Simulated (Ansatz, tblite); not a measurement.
**The cluster Si5H2: charged states by level of theory**

Aim: the energy of removing and adding an electron for the cluster Si5H2, by energy differences, and how well orbital energies stand in for it.

The runs use Ansatz 0.2.0, Gaussian basis; as each input shows.

Levels to be run: charge +1 doublet, at the geometry of the singlet (PBE0-D4/def2-TZVP, PBE-D4/def2-TZVP, r2SCAN-D4/def2-TZVP); charge -1 doublet, at the geometry of the singlet (PBE0-D4/def2-TZVPD, PBE-D4/def2-TZVPD, r2SCAN-D4/def2-TZVPD); the starting singlet's energies come from earlier runs.

### Step 1. The relaxed structure

The geometry is that of the singlet, from an earlier relaxation (B3LYP-D4/def2-SVP). At that level it is the lowest of the isomers that a small search found.

7 atoms, charge 0, spin multiplicity 1.

Atoms are counted from 1 here; the program's logs count them from 0.

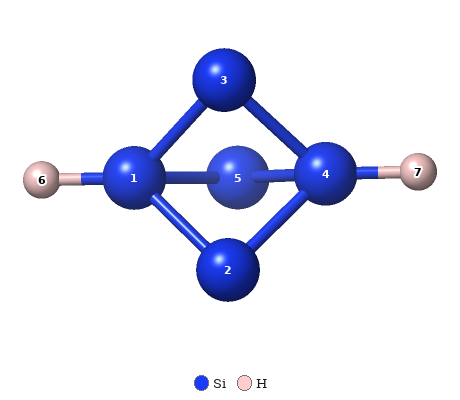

The geometry (silicon blue, hydrogen pink); atoms are numbered from 1 in the order of the file.

### Step 2. Charge +1 doublet at the fixed geometry, first pass, PBE0-D4/def2-SVP

The input, in.yaml:

```yaml
crystal:
  periodic: [false, false, false]
  atoms:
    - {symbol: Si, position_ang: [0.561117, -0.104973, -1.422143]}
    - {symbol: Si, position_ang: [0.667805, -1.574252, 0.379671]}
    - {symbol: Si, position_ang: [-1.621667, 0.130028, -0.649394]}
    - {symbol: Si, position_ang: [-0.561120, 0.104965, 1.422140]}
    - {symbol: Si, position_ang: [0.953846, 1.444233, 0.269710]}
    - {symbol: H, position_ang: [1.103609, -0.206561, -2.797788]}
    - {symbol: H, position_ang: [-1.103589, 0.206560, 2.797794]}
basis:
  gaussian: {orbitals: def2-SVP}
total_charge: 1
magnetization: {spin_polarized: true, initial_magnetization: 1}
hamiltonian: {xc: pbe0, dispersion: d4}
output: {orbitals: {seedname: orbitals}}
```

Run with:

```bash
$ ansatz run in.yaml --threads 4 --pin off --events-out ev --progress --plain --max-ram 3916MiB
```

Log:

```text
Functional definition: PBE0
  name "PBE0"
  cite "Adamo & Barone, J. Chem. Phys. 110, 6158 (1999) doi:10.1063/1.478522"
  cite "Perdew, Burke & Ernzerhof, Phys. Rev. Lett. 77, 3865 (1996) doi:10.1103/PhysRevLett.77.3865"
  parent pbe
  parameter a = 0.25
  parameter kappa = 0.804
  parameter beta = 0.06672455060314922
  exchange = (1 - a)*pbe_x(kappa = kappa, mu = beta*pi^2/3) + a*exact_x
  correlation = pbe_c(beta = beta)
936 factors; integrals over basis functions are off by at most 1.1e-3 eV
mean field evaluation 1: about -39378.7434 eV, gradient 2.0e1 eV
mean field evaluation 2: about -39376.8648 eV, gradient 2.6e1 eV
mean field evaluation 4: about -39381.8590 eV, gradient 2.7e0 eV
mean field evaluation 8: about -39381.9321 eV, gradient 4.1e-1 eV
mean field evaluation 16: about -39381.9346 eV, gradient 3.2e-3 eV
mean field evaluation 32: about -39381.9351 eV, gradient 1.7e-3 eV
mean field evaluation 64: about -39381.9347 eV, gradient 1.6e-2 eV
mean field evaluation 96: about -39381.9217 eV, gradient 8.1e-1 eV
mean field -39381.93511339 eV, -1447.2594213829 hartree, gradient 2.6e-6 eV, S^2 0.776456; 7 other end points of the search recorded, 0 dependent functions left out
reference -39381.93513961 eV, -1447.2594223462 hartree; 36, 35 occupied and 64, 65 virtual orbitals, 936 factors
Total energy: -39382.28251712 eV, -1447.2721882343 hartree
```

It took 19 s on 4 threads of Arm Neoverse V2, shared host.

Report: HOMO -11.40 eV, LUMO -9.76 eV (over both spins); ⟨S²⟩ 0.776 (pure: 0.75).

### Step 3. Charge +1 doublet at the fixed geometry, PBE0-D4/def2-TZVP

start.molden holds the orbitals of an earlier run on this state, given as this run's starting guess.

Edit in.yaml of step 2 so:

```diff
@@ -11,3 +11,3 @@
 basis:
-  gaussian: {orbitals: def2-SVP}
+  gaussian: {orbitals: def2-TZVP, initial_orbitals: start.molden}
 total_charge: 1
@@ -15,2 +15,3 @@
 hamiltonian: {xc: pbe0, dispersion: d4}
+scf: {omitted_lower_state_checks: [starts]}
 output: {orbitals: {seedname: orbitals}}
```

The command is unchanged.

Log:

```text
Functional definition: PBE0
  name "PBE0"
  cite "Adamo & Barone, J. Chem. Phys. 110, 6158 (1999) doi:10.1063/1.478522"
  cite "Perdew, Burke & Ernzerhof, Phys. Rev. Lett. 77, 3865 (1996) doi:10.1103/PhysRevLett.77.3865"
  parent pbe
  parameter a = 0.25
  parameter kappa = 0.804
  parameter beta = 0.06672455060314922
  exchange = (1 - a)*pbe_x(kappa = kappa, mu = beta*pi^2/3) + a*exact_x
  correlation = pbe_c(beta = beta)
these checks for a lower state are left out or cut short: starts
1428 factors; their error is unknown
mean field evaluation 1: about -39392.8885 eV, gradient 9.7e1 eV
mean field evaluation 2: about -39395.4418 eV, gradient 3.3e0 eV
mean field evaluation 4: about -39395.6819 eV, gradient 1.4e-1 eV
mean field evaluation 8: about -39395.6820 eV, gradient 1.8e-5 eV
mean field -39395.68203568 eV, -1447.7646114588 hartree, gradient 9.9e-6 eV, S^2 0.776978; 0 other end points of the search recorded, 0 dependent functions left out
reference -39395.68206918 eV, -1447.7646126899 hartree; 36, 35 occupied and 161, 162 virtual orbitals, 1428 factors
Total energy: -39396.02944669 eV, -1447.7773785779 hartree
Checks for a lower state left out: starts
```

It took 15 s on 4 threads of Arm Neoverse V2, shared host; peak memory 1.2 GiB.

From the report: HOMO -11.24 eV, LUMO -9.57 eV (over both spins); ⟨S²⟩ 0.777 (pure: 0.75).

### Step 4. Charge +1 doublet at the fixed geometry, PBE-D4/def2-TZVP

Edit in.yaml of step 3 so:

```diff
@@ -14,3 +14,3 @@
 magnetization: {spin_polarized: true, initial_magnetization: 1}
-hamiltonian: {xc: pbe0, dispersion: d4}
+hamiltonian: {xc: pbe, dispersion: d4}
 scf: {omitted_lower_state_checks: [starts]}
```

Launched as before.

Log:

```text
Functional definition: PBE
  name "PBE"
  cite "Perdew, Burke & Ernzerhof, Phys. Rev. Lett. 77, 3865 (1996) doi:10.1103/PhysRevLett.77.3865"
  parent pbe
  parameter kappa = 0.804
  parameter beta = 0.06672455060314922
  exchange = pbe_x(kappa = kappa, mu = beta*pi^2/3)
  correlation = pbe_c(beta = beta)
these checks for a lower state are left out or cut short: starts
1348 factors; their error is unknown
mean field evaluation 1: about -39392.3992 eV, gradient 9.4e0 eV
mean field evaluation 2: about -39392.5296 eV, gradient 2.1e-1 eV
mean field evaluation 4: about -39392.5026 eV, gradient 4.2e-3 eV
mean field evaluation 8: about -39392.5026 eV, gradient 1.5e-5 eV
mean field -39392.50260517 eV, -1447.6477695426 hartree, gradient 7.9e-6 eV, S^2 0.760581; 0 other end points of the search recorded, 0 dependent functions left out
reference -39392.50264980 eV, -1447.6477711829 hartree; 36, 35 occupied and 161, 162 virtual orbitals, 1348 factors
Total energy: -39392.91179021 eV, -1447.6628068157 hartree
Checks for a lower state left out: starts
```

Wall time 8.5 s (4 threads of Arm Neoverse V2, shared host); peak memory 0.58 GiB.

From the report: HOMO -10.47 eV, LUMO -10.30 eV (over both spins); ⟨S²⟩ 0.761 (pure: 0.75).

### Step 5. Charge +1 doublet at the fixed geometry, r2SCAN-D4/def2-TZVP

Edit in.yaml of step 4 so:

```diff
@@ -14,3 +14,3 @@
 magnetization: {spin_polarized: true, initial_magnetization: 1}
-hamiltonian: {xc: pbe, dispersion: d4}
+hamiltonian: {xc: r2scan, dispersion: d4}
 scf: {omitted_lower_state_checks: [starts]}
```

The command is unchanged.

Log:

```text
Functional definition: r2SCAN
  name "r2SCAN"
  cite "Furness, Kaplan, Ning, Perdew & Sun, J. Phys. Chem. Lett. 11, 8208 (2020) doi:10.1021/acs.jpclett.0c02405"
  cite "Furness, Kaplan, Ning, Perdew & Sun, J. Phys. Chem. Lett. 11, 9248 (2020) doi:10.1021/acs.jpclett.0c03077"
  parent r2scan
  parameter k0 = 0.174
  parameter k1 = 0.065
  parameter a1 = 4.9479
  exchange = r2scan_x(k0 = k0, k1 = k1, a1 = a1)
  correlation = r2scan_c
these checks for a lower state are left out or cut short: starts
1348 factors; their error is unknown
mean field evaluation 1: about -39408.5056 eV, gradient 6.5e0 eV
mean field evaluation 2: about -39408.5647 eV, gradient 1.2e-1 eV
mean field evaluation 4: about -39408.5328 eV, gradient 2.0e-3 eV
mean field evaluation 8: about -39408.5328 eV, gradient 2.0e-5 eV
mean field -39408.53279022 eV, -1448.2368679776 hartree, gradient 8.0e-6 eV, S^2 0.779426; 0 other end points of the search recorded, 0 dependent functions left out
reference -39408.53280786 eV, -1448.2368686259 hartree; 36, 35 occupied and 161, 162 virtual orbitals, 1348 factors
Total energy: -39408.61170551 eV, -1448.2397680610 hartree
Checks for a lower state left out: starts
```

Wall time 25 s (4 threads of Arm Neoverse V2, shared host); peak memory 0.66 GiB.

Report: HOMO -10.67 eV, LUMO -10.15 eV (over both spins); ⟨S²⟩ 0.779 (pure: 0.75).

### Step 6. Vertical ionisation energy

Charged state less starting state, singlet to doublet; the starting state's energies are those of its earlier runs.

| level | vertical ionisation energy (eV) | time |
| --- | --- | --- |
| PBE-D4/def2-TZVP | +8.00 | 11 s |
| r2SCAN-D4/def2-TZVP | +8.01 | 28 s |
| PBE0-D4/def2-TZVP | +8.01 | 17 s |

Times add the two runs; a level without a time comes out of a correlated run.

Beside −ε(HOMO) of the starting state:

| level | −ε(HOMO) (eV) | by difference (eV) | mismatch (eV) |
| --- | --- | --- | --- |
| PBE-D4/def2-TZVP | 5.64 | 8.00 | -2.36 |
| r2SCAN-D4/def2-TZVP | 5.82 | 8.01 | -2.19 |
| PBE0-D4/def2-TZVP | 6.39 | 8.01 | -1.62 |

### Step 7. Charge -1 doublet at the fixed geometry, first pass, PBE0-D4/def2-SVP

Edit in.yaml of step 5 so:

```diff
@@ -11,7 +11,6 @@
 basis:
-  gaussian: {orbitals: def2-TZVP, initial_orbitals: start.molden}
-total_charge: 1
+  gaussian: {orbitals: def2-SVP}
+total_charge: -1
 magnetization: {spin_polarized: true, initial_magnetization: 1}
-hamiltonian: {xc: r2scan, dispersion: d4}
-scf: {omitted_lower_state_checks: [starts]}
+hamiltonian: {xc: pbe0, dispersion: d4}
 output: {orbitals: {seedname: orbitals}}
```

Same command.

Log, shortened:

```text
Functional definition: PBE0
  name "PBE0"
  cite "Adamo & Barone, J. Chem. Phys. 110, 6158 (1999) doi:10.1063/1.478522"
  cite "Perdew, Burke & Ernzerhof, Phys. Rev. Lett. 77, 3865 (1996) doi:10.1103/PhysRevLett.77.3865"
  parent pbe
[...]
936 factors; integrals over basis functions are off by at most 1.1e-3 eV
[...]
mean field -39390.99133361 eV, -1447.5922313372 hartree, gradient 2.8e-6 eV, S^2 0.775350; 14 other end points of the search recorded, 0 dependent functions left out
reference -39390.99136009 eV, -1447.5922323104 hartree; 37, 36 occupied and 63, 64 virtual orbitals, 936 factors
Total energy: -39391.39797538 eV, -1447.6071751466 hartree
```

Run time: 20 s. Hardware: 4 threads of Arm Neoverse V2, shared host.

Report: HOMO 0.67 eV, LUMO 2.17 eV (over both spins); ⟨S²⟩ 0.775 (pure: 0.75). Doubts: highest occupied level lies above zero.

### Step 8. Charge -1 doublet at the fixed geometry, PBE0-D4/def2-TZVPD

Edit in.yaml of step 7 so:

```diff
@@ -11,3 +11,3 @@
 basis:
-  gaussian: {orbitals: def2-SVP}
+  gaussian: {orbitals: def2-TZVPD, initial_orbitals: start.molden}
 total_charge: -1
@@ -15,2 +15,3 @@
 hamiltonian: {xc: pbe0, dispersion: d4}
+scf: {omitted_lower_state_checks: [starts]}
 output: {orbitals: {seedname: orbitals}}
```

Launched as before.

Log:

```text
Functional definition: PBE0
  name "PBE0"
  cite "Adamo & Barone, J. Chem. Phys. 110, 6158 (1999) doi:10.1063/1.478522"
  cite "Perdew, Burke & Ernzerhof, Phys. Rev. Lett. 77, 3865 (1996) doi:10.1103/PhysRevLett.77.3865"
  parent pbe
  parameter a = 0.25
  parameter kappa = 0.804
  parameter beta = 0.06672455060314922
  exchange = (1 - a)*pbe_x(kappa = kappa, mu = beta*pi^2/3) + a*exact_x
  correlation = pbe_c(beta = beta)
these checks for a lower state are left out or cut short: starts
1582 factors; their error is unknown
mean field evaluation 1: about -39401.8574 eV, gradient 9.7e1 eV
mean field evaluation 2: about -39404.4977 eV, gradient 3.4e0 eV
mean field evaluation 4: about -39404.6753 eV, gradient 1.3e-2 eV
mean field evaluation 8: about -39404.7033 eV, gradient 2.3e-5 eV
mean field -39404.70334275 eV, -1448.0961383787 hartree, gradient 4.4e-6 eV, S^2 0.774184; 0 other end points of the search recorded, 0 dependent functions left out
reference -39404.70338299 eV, -1448.0961398578 hartree; 37, 36 occupied and 196, 197 virtual orbitals, 1582 factors
Total energy: -39405.10999828 eV, -1448.1110826939 hartree
Checks for a lower state left out: starts
```

Run time: 23 s. Hardware: 4 threads of Arm Neoverse V2, shared host; peak memory 1.5 GiB.

From the report: HOMO 0.38 eV, LUMO 1.77 eV (over both spins); ⟨S²⟩ 0.774 (pure: 0.75). Doubts: highest occupied level lies above zero.

### Step 9. Charge -1 doublet at the fixed geometry, PBE-D4/def2-TZVPD

Edit in.yaml of step 8 so:

```diff
@@ -14,3 +14,3 @@
 magnetization: {spin_polarized: true, initial_magnetization: 1}
-hamiltonian: {xc: pbe0, dispersion: d4}
+hamiltonian: {xc: pbe, dispersion: d4}
 scf: {omitted_lower_state_checks: [starts]}
```

Launched as before.

Log:

```text
Functional definition: PBE
  name "PBE"
  cite "Perdew, Burke & Ernzerhof, Phys. Rev. Lett. 77, 3865 (1996) doi:10.1103/PhysRevLett.77.3865"
  parent pbe
  parameter kappa = 0.804
  parameter beta = 0.06672455060314922
  exchange = pbe_x(kappa = kappa, mu = beta*pi^2/3)
  correlation = pbe_c(beta = beta)
these checks for a lower state are left out or cut short: starts
1477 factors; their error is unknown
mean field evaluation 1: about -39401.3549 eV, gradient 9.4e0 eV
mean field evaluation 2: about -39401.4892 eV, gradient 2.4e-1 eV
mean field evaluation 4: about -39401.4754 eV, gradient 5.1e-3 eV
mean field evaluation 8: about -39401.4754 eV, gradient 1.7e-5 eV
mean field evaluation 16: about -39401.4754 eV, gradient 2.3e-6 eV
mean field -39401.47540879 eV, -1447.9775139939 hartree, gradient 2.5e-6 eV, S^2 0.758960; 0 other end points of the search recorded, 0 dependent functions left out
reference -39401.47546142 eV, -1447.9775159280 hartree; 37, 36 occupied and 196, 197 virtual orbitals, 1477 factors
Total energy: -39401.95278236 eV, -1447.9950571488 hartree
Checks for a lower state left out: starts
```

It took 14 s on 4 threads of Arm Neoverse V2, shared host; peak memory 0.84 GiB.

From the report: HOMO 1.05 eV, LUMO 1.15 eV (over both spins); ⟨S²⟩ 0.759 (pure: 0.75). Doubts: highest occupied level lies above zero.

### Step 10. Charge -1 doublet at the fixed geometry, r2SCAN-D4/def2-TZVPD

Edit in.yaml of step 9 so:

```diff
@@ -14,3 +14,3 @@
 magnetization: {spin_polarized: true, initial_magnetization: 1}
-hamiltonian: {xc: pbe, dispersion: d4}
+hamiltonian: {xc: r2scan, dispersion: d4}
 scf: {omitted_lower_state_checks: [starts]}
```

The command is unchanged.

Log, shortened:

```text
Functional definition: r2SCAN
  name "r2SCAN"
  cite "Furness, Kaplan, Ning, Perdew & Sun, J. Phys. Chem. Lett. 11, 8208 (2020) doi:10.1021/acs.jpclett.0c02405"
  cite "Furness, Kaplan, Ning, Perdew & Sun, J. Phys. Chem. Lett. 11, 9248 (2020) doi:10.1021/acs.jpclett.0c03077"
  parent r2scan
[...]
1477 factors; their error is unknown
[...]
mean field -39417.57899462 eV, -1448.5693098576 hartree, gradient 6.7e-6 eV, S^2 0.777894; 0 other end points of the search recorded, 0 dependent functions left out
reference -39417.57902167 eV, -1448.5693108517 hartree; 37, 36 occupied and 196, 197 virtual orbitals, 1477 factors
Total energy: -39417.67446246 eV, -1448.5728182360 hartree
Checks for a lower state left out: starts
```

It took 35 s on 4 threads of Arm Neoverse V2, shared host; peak memory 0.92 GiB.

Report: HOMO 0.90 eV, LUMO 1.23 eV (over both spins); ⟨S²⟩ 0.778 (pure: 0.75). Doubts: highest occupied level lies above zero.

### Step 11. Vertical electron affinity

Starting state less charged state (positive: the electron is bound), singlet to doublet; the starting state's energies are those of its earlier runs.

| level | vertical electron affinity (eV) | time |
| --- | --- | --- |
| PBE-D4/def2-TZVPD | +1.02 | 17 s |
| r2SCAN-D4/def2-TZVPD | +1.04 | 41 s |
| PBE0-D4/def2-TZVPD | +1.05 | 26 s |

Times add the two runs; a level without a time comes out of a correlated run.

Beside −ε(LUMO) of the starting state:

| level | −ε(LUMO) (eV) | by difference (eV) | mismatch (eV) |
| --- | --- | --- | --- |
| PBE-D4/def2-TZVPD | 3.06 | 1.02 | +2.05 |
| r2SCAN-D4/def2-TZVPD | 2.99 | 1.04 | +1.96 |
| PBE0-D4/def2-TZVPD | 2.43 | 1.05 | +1.38 |

### Step 12. Results

```
                                             quantity                               value
 vertical ionisation energy, functionals in def2-TZVP  8.00 (PBE-D4) to 8.01 eV (PBE0-D4)
vertical electron affinity, functionals in def2-TZVPD  1.02 (PBE-D4) to 1.05 eV (PBE0-D4)
```

**Reading.** The vertical ionisation energy spans 8.00 to 8.01 eV over the functionals. −ε(HOMO) misses the level's own difference by -1.62 eV at best (PBE0-D4) and -2.36 eV at worst (PBE-D4). The vertical electron affinity spans 1.02 to 1.05 eV over the functionals. The anion's highest level lies above zero where self-interaction lifts it, so diffuse functions weigh on these values. −ε(LUMO) misses the level's own difference by +1.38 eV at best (PBE0-D4) and +2.05 eV at worst (PBE-D4).

The anion's highest level is positive in at least one run, so there the basis alone may hold the extra electron.
